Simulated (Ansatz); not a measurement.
# CH4ClFOSi (SMILES C[Si](O)(F)Cl) at B3LYP/6-31G(d) (spherical functions)

What is the vertical ionisation energy of CH4ClFOSi at B3LYP/6-31G* (spherical functions)? 

The calculation is run with Ansatz 0.2.0.

118 further runs of the same task are left out: 118 set aside as unsound or not needed.

**1. The structure to begin with**

CH4ClFOSi has 9 atoms, charge 0, and is taken as a singlet. As SMILES, `C[Si](O)(F)Cl`. The coordinates come from a PBE0-D4/def2-TZVP relaxation. This is one conformer, not always the lowest.

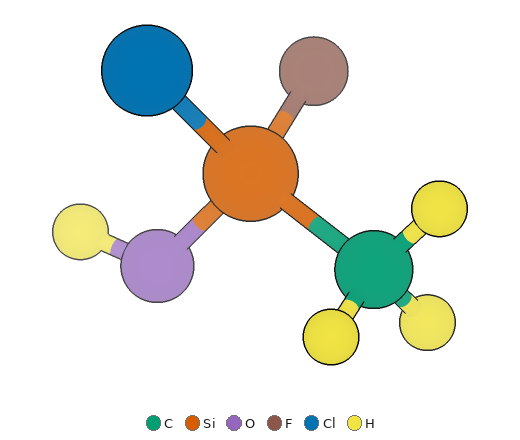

Viewed from a chosen angle; carbon teal, silicon orange, oxygen purple, fluorine brown, chlorine blue, hydrogen yellow.

**2. The energy at B3LYP/6-31G(d) (spherical functions)**

The input, molecule.yaml:

```yaml
crystal:
  periodic: [false, false, false]
  atoms:
    - {symbol: C, position_ang: [-1.142400, -0.178600, 0.512200]}
    - {symbol: Si, position_ang: [0.561300, 0.218400, -0.038000]}
    - {symbol: O, position_ang: [1.048100, -0.886600, -1.122500]}
    - {symbol: F, position_ang: [1.553300, 0.230300, 1.206200]}
    - {symbol: Cl, position_ang: [0.689400, 2.097500, -0.845100]}
    - {symbol: H, position_ang: [-1.833600, -0.141900, -0.331500]}
    - {symbol: H, position_ang: [-1.476300, 0.534700, 1.267700]}
    - {symbol: H, position_ang: [-1.171800, -1.182300, 0.942400]}
    - {symbol: H, position_ang: [1.860700, -0.738000, -1.608600]}
basis:
  gaussian: {orbitals: 6-31G_st_-spherical.json}
hamiltonian: {xc: {name: B3LYP}}
accuracy: high
output: {orbitals: {seedname: orbitals}}
```

The basis set 6-31G* is read from a file made from the Basis Set Exchange's data (not shown).

The run is started by

```console
$ ansatz run molecule.yaml --threads 1 --pin off --max-ram 3480MiB --events-out events.jsonl --progress --plain --runs-dir runs
```

The program printed:

```text
Warning: RAYON_NUM_THREADS=1 ignored (pool sized by the plan → 1); use --threads N
Functional definition: B3LYP
  name "B3LYP"
  parameter a0 = 0.2
  parameter ax = 0.72
  parameter ac = 0.81
  exchange = (1 - a0 - ax)*slater_x + ax*b88_x + a0*exact_x
  correlation = (1 - ac)*vwn_rpa_c + ac*lyp_c
1931 factors; integrals over basis functions are off by at most 5.8e-9 eV
mean field evaluation 1: about -26262.2945 eV, gradient 6.7e1 eV
mean field evaluation 2: about -26254.1243 eV, gradient 9.4e1 eV
mean field evaluation 4: about -26270.6809 eV, gradient 2.6e0 eV
mean field evaluation 8: about -26270.8794 eV, gradient 4.1e-1 eV
mean field evaluation 16: about -26270.8798 eV, gradient 2.9e-5 eV
mean field -26270.87983074 eV, -965.4370267379 hartree, gradient 5.7e-8 eV, S^2 0.000000; 0 other end points of the search recorded, 0 dependent functions left out
reference -26270.87986903 eV, -965.4370281451 hartree; 29, 29 occupied and 57, 57 virtual orbitals, 1931 factors
Total energy: -26270.87986903 eV, -965.4370281451 hartree
```

It took 8.1 s on 1 thread of Arm Neoverse V2, shared host; peak memory 0.31 GiB.

**3. The doublet cation at the same level**

Edit molecule.yaml of step 2 so:

```diff
@@ -13,5 +13,11 @@
 basis:
-  gaussian: {orbitals: 6-31G_st_-spherical.json}
-hamiltonian: {xc: {name: B3LYP}}
+  gaussian:
+    orbitals: 6-31G_st_-spherical.json
+magnetization:
+  spin_polarized: true
+  initial_magnetization: 1
+output: {orbitals: {seedname: orbitals}}
+total_charge: 1
 accuracy: high
-output: {orbitals: {seedname: orbitals}}
+hamiltonian:
+  xc: {name: B3LYP}
```

The basis set 6-31G* is read from a file made from the Basis Set Exchange's data (not shown).

The run is started by

```console
$ ansatz run molecule.yaml --threads 1 --pin off --max-ram 3480MiB --events-out events.jsonl --progress --plain --runs-dir runs
```

The program printed:

```text
Warning: RAYON_NUM_THREADS=1 ignored (pool sized by the plan → 1); use --threads N
Functional definition: B3LYP
  name "B3LYP"
  parameter a0 = 0.2
  parameter ax = 0.72
  parameter ac = 0.81
  exchange = (1 - a0 - ax)*slater_x + ax*b88_x + a0*exact_x
  correlation = (1 - ac)*vwn_rpa_c + ac*lyp_c
1934 factors; integrals over basis functions are off by at most 5.8e-9 eV
mean field evaluation 1: about -26241.8485 eV, gradient 6.7e1 eV
mean field evaluation 2: about -26193.2115 eV, gradient 1.2e2 eV
mean field evaluation 4: about -26258.7210 eV, gradient 1.0e1 eV
mean field evaluation 8: about -26259.2876 eV, gradient 7.6e-1 eV
mean field evaluation 16: about -26259.5086 eV, gradient 3.4e-1 eV
mean field evaluation 32: about -26259.5117 eV, gradient 1.3e-4 eV
mean field evaluation 64: about -26259.3292 eV, gradient 2.6e0 eV
mean field -26259.51165419 eV, -965.0192539554 hartree, gradient 4.1e-8 eV, S^2 0.754448; 7 other end points of the search recorded, 0 dependent functions left out
reference -26259.51169206 eV, -965.0192553468 hartree; 29, 28 occupied and 57, 58 virtual orbitals, 1934 factors
Total energy: -26259.51169206 eV, -965.0192553468 hartree
```

Wall time 49 s (1 thread of Arm Neoverse V2, shared host); peak memory 0.47 GiB.

**4. Results**

Level: B3LYP/6-31G* (spherical functions).

```
                                          quantity          value
                   singlet CH4ClFOSi: total energy  -965.43703 Eh
                    singlet CH4ClFOSi: HOMO energy       -8.82 eV
                    singlet CH4ClFOSi: LUMO energy        1.03 eV
                  singlet CH4ClFOSi: HOMO–LUMO gap        9.85 eV
                      doublet cation: total energy  -965.01926 Eh
doublet cation: HOMO energy (highest over α and β)      -15.27 eV
 doublet cation: LUMO energy (lowest over α and β)      -13.82 eV
                              doublet cation: ⟨S²⟩          0.754
vertical ionisation energy (to the doublet cation)      11.368 eV
```

In words: Removing an electron at fixed nuclei costs 11.37 eV (262 kcal/mol). −ε(HOMO) before ionisation, 8.82 eV, is 2.55 eV below this ionisation energy.
